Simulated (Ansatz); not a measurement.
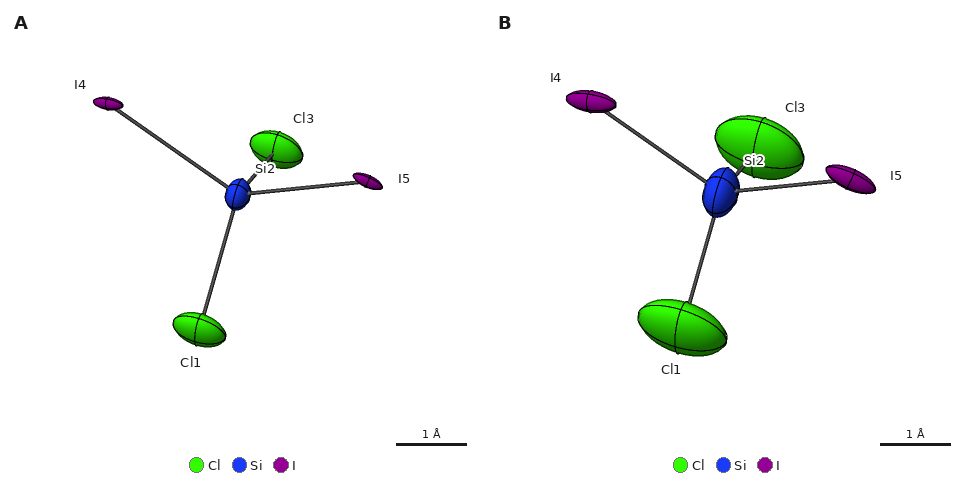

Displacement ellipsoids at the 50 % level, scaled by 3, from the internal vibrations of the free molecule (harmonic, no overall translation or rotation; no half-axis is drawn under 0.075 Å). Vibrations computed with RKS PBE0-D4/def2-TZVP, core potentials on I (Ansatz 0.2.0). One panel is for 200 K, the other for 600 K.

Which panel is for 600 K?

Answer. B.

How much does the mean-square displacement of I4 grow, and why?

Answer. U_eq goes from 0.0011 to 0.0032 Å², a factor of 2.9. Modes below kT (417 cm⁻¹ at 600 K) grow about in proportion to T, and the lowest lies at 78 cm⁻¹; the mean-square amplitude of a mode is its zero-point value times coth(ħω/2kT), which comes close to 1 only above about 3kT.
